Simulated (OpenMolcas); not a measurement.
**AlBNH4F (SMILES [NH2][AlH][BH]F) at 6 levels**

We compute a comparison of 6 runs (HF/def2-SVPD, B3LYP/6-31G*, TPSS/def2-SVPD, r2SCAN/def2-SVPD, revPBE/def2-SVPD) of AlBNH4F. 

The calculation is run with OpenMolcas 26.06.

1 further run of the same task is left out (set aside as unsound or not needed).

### Step 1. Starting point

AlBNH4F has 8 atoms, charge 0, and is taken as a singlet. SMILES: `[NH2][AlH][BH]F`. The B3–H8 distance was set to 2.175 Å, away from the relaxed value. At this shape a bond of the SMILES string is far longer than usual.

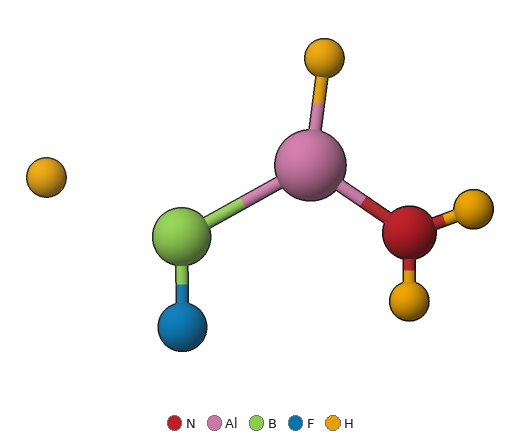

The structure, seen from a chosen angle (nitrogen red, aluminium pink, boron green, fluorine blue, hydrogen amber).

### Step 2. A single-point energy at HF/def2-SVPD (run 1)

test.inp

```
* AlBFH4N Hartree-Fock

&GATEWAY
  BASLIB = $CurrDir
  COORD
  8
  angstrom
  N       -1.778266       1.850165       0.095299
  Al      -0.384966       0.859365       0.554199
  B        0.080634      -0.826435      -0.728701
  F       -0.721266      -1.080835      -1.758301
  H       -2.108866       2.662265       0.591599
  H       -2.357866       1.675665      -0.710501
  H        0.406034       1.291665       1.863399
  H        1.753200      -2.203800      -0.542400
  BASIS = def2-SVPD
  GROUP = NoSym

&SEWARD

&SCF
  THRESHOLDS = 1e-10 1e-07 1e-07 1e-05
  PRORBITALS = 1 2
```

The basis set def2-SVPD is read from a file made from the Basis Set Exchange's data (not shown).

Run with:

```bash
$ export MOLCAS_MEM=1860
$ pymolcas test.inp > test.log
```

What it wrote:

```text
--- Start Module: gateway ---
[...]
--- Stop Module: gateway /rc=_RC_ALL_IS_WELL_ ---
--- Start Module: seward ---
[...]
      Basis functions          119
--- Stop Module: seward /rc=_RC_ALL_IS_WELL_ ---
[...]
--- Start Module: scf ---
[...]
       Convergence after  15 Iterations
[...]
::    Total SCF energy                               -422.5538136852
[...]
      Total spin, S                                     0.0000000000
[...]
      Total electronic charge=   38.000000
      Total            charge=   -0.000000
[...]
      Dipole Moment (debye):
      Origin of the operator (angstrom)=   -0.6722    0.3054   -0.3189
                   X= -2.4670E+00               Y=  2.7707E+00               Z=  4.0569E-01           Total=  3.7319E+00
      Quadrupole Moment (debye*angstrom):
[...]
--- Stop Module: scf /rc=_RC_ALL_IS_WELL_ ---
[...]
```

Run time: 15 s. Hardware: 1 thread of Intel Xeon 6975P-C (Granite Rapids), shared host; peak memory 0.75 GiB.

### Step 3. A single-point energy at B3LYP/6-31G(d) (spherical functions) (run 2)

input.xyz

```xyz
8

N     -1.778266     1.850165     0.095299
Al    -0.384966     0.859365     0.554199
B      0.080634    -0.826435    -0.728701
F     -0.721266    -1.080835    -1.758301
H     -2.108866     2.662265     0.591599
H     -2.357866     1.675665    -0.710501
H      0.406034     1.291665     1.863399
H      1.753200    -2.203800    -0.542400
```

test.input

```
>>> EXPORT MOLCAS_PRINT=2

&GATEWAY
  BasLib = $CurrDir
  Coord = input.xyz
  Basis = 6-31Gs
  Group = NoSym

&SEWARD
  GridInput
  Grid=UltraFine
  End of Grid

&SCF
  KSDFT = B3LYP
  Thresholds = 1e-10 1e-07 1e-07 1e-05
  PrOrbitals = 1 2
```

The basis set 6-31G* is read from a file made from the Basis Set Exchange's data (not shown).

Run with:

```bash
$ export MOLCAS_MEM=1860
$ pymolcas test.input > test.log
```

What it wrote:

```text
--- Start Module: gateway ---
[...]
--- Stop Module: gateway /rc=_RC_ALL_IS_WELL_ ---
--- Start Module: seward ---
[...]
      Basis functions           68
--- Stop Module: seward /rc=_RC_ALL_IS_WELL_ ---
[...]
--- Start Module: scf ---
[...]
       Convergence after  15 Iterations
[...]
::    Total KS-DFT energy                            -424.2256715551
[...]
      Total spin, S                                     0.0000000000
[...]
      Total electronic charge=   38.000000
      Total            charge=   -0.000000
[...]
      Dipole Moment (debye):
      Origin of the operator (angstrom)=   -0.6722    0.3054   -0.3189
                   X= -2.7928E+00               Y=  2.6087E+00               Z= -1.1801E-01           Total=  3.8235E+00
      Quadrupole Moment (debye*angstrom):
[...]
--- Stop Module: scf /rc=_RC_ALL_IS_WELL_ ---
[...]
```

Run time: 14 s. Hardware: 1 thread of Intel Xeon 6975P-C (Granite Rapids), shared host; peak memory 0.41 GiB.

Runs 3 to 5 aren't shown in full; the table further down has their settings and results.

### Step 4. A single-point energy at revPBE/def2-SVPD (run 6)

mol.input

```
>>> EXPORT MOLCAS_PRINT=2

&GATEWAY
 BasLib=$CurrDir
 Coord
 8
 bohr
 N     -3.36043572     3.49630514     0.18008901
 Al    -0.72748031     1.62396449     1.04728433
 B      0.15237618    -1.56173581    -1.37704532
 F     -1.36299520    -2.04248214    -3.32270733
 H     -3.98517917     5.03095172     1.11796009
 H     -4.45572098     3.16654793    -1.34265230
 H      0.76729306     2.44089309     3.52131377
 H      3.31306784    -4.16457843    -1.02498745
 Basis=def2-SVPD
 Group=NoSym

&SEWARD
 GridInput
 Grid=UltraFine
 End of Grid

&SCF
 KSDFT=revPBE
 Thresholds=1e-10 1e-07 1e-07 1e-05
 PrOrbitals=1 2
```

The basis set def2-SVPD is read from a file made from the Basis Set Exchange's data (not shown).

Run with:

```bash
$ export MOLCAS_MEM=1860
$ pymolcas mol.input > mol.log
```

What it wrote:

```text
--- Start Module: gateway ---
[...]
--- Stop Module: gateway /rc=_RC_ALL_IS_WELL_ ---
--- Start Module: seward ---
[...]
      Basis functions          119
--- Stop Module: seward /rc=_RC_ALL_IS_WELL_ ---
[...]
--- Start Module: scf ---
[...]
       Convergence after  19 Iterations
[...]
::    Total KS-DFT energy                            -423.9233834065
[...]
      Total spin, S                                     0.0000000000
[...]
      Total electronic charge=   38.000000
      Total            charge=   -0.000000
[...]
      Dipole Moment (debye):
      Origin of the operator (angstrom)=   -0.6722    0.3054   -0.3189
                   X= -2.5512E+00               Y=  2.5471E+00               Z=  6.6741E-02           Total=  3.6057E+00
      Quadrupole Moment (debye*angstrom):
[...]
--- Stop Module: scf /rc=_RC_ALL_IS_WELL_ ---
[...]
```

Run time: 55 s. Hardware: 1 thread of Intel Xeon 6975P-C (Granite Rapids), shared host; peak memory 0.75 GiB.

### Step 5. The series

```tsv
run	level	integration grid	Cartesian functions	energy (Eh)	dipole moment (D)	HOMO energy (eV)	LUMO energy (eV)	wall time
1	HF/def2-SVPD	–	no	-422.553814	3.73	-8.96	0.44	15 s
2	B3LYP/6-31G* (spherical functions)	UltraFine	no	-424.225672	3.82	-6.04	-2.39	14 s
3	B3LYP/6-31G* (Cartesian functions)	UltraFine	yes	-424.229959	3.81	-6.04	-2.39	17 s
4	TPSS/def2-SVPD	UltraFine	no	-424.075592	3.68	-5.71	-3.32	67 s
5	r2SCAN/def2-SVPD	UltraFine	no	-423.905933	3.65	-5.79	-3.31	65 s
6	revPBE/def2-SVPD	UltraFine	no	-423.923383	3.61	-5.56	-3.42	55 s
```

### Step 6. Summary of results

| quantity | value |
| --- | --- |
| run 6: total energy | -423.92338 Eh |
| run 6: dipole moment | 3.61 D |
| run 6: HOMO energy | -5.56 eV |
| run 6: LUMO energy | -3.42 eV |
| run 6: HOMO–LUMO gap | 2.14 eV |

In words: The dipole moment (its size) runs from 3.61 D (revPBE/def2-SVPD) to 3.82 D (B3LYP/6-31G*). The two ends differ in method and basis. The HOMO–LUMO gap runs from 2.14 eV (revPBE/def2-SVPD) to 9.40 eV (HF/def2-SVPD). Exact exchange widens orbital gaps. Totals of different functionals can't be ranked against each other. All runs together took 3.9 min, the longest 67 s.
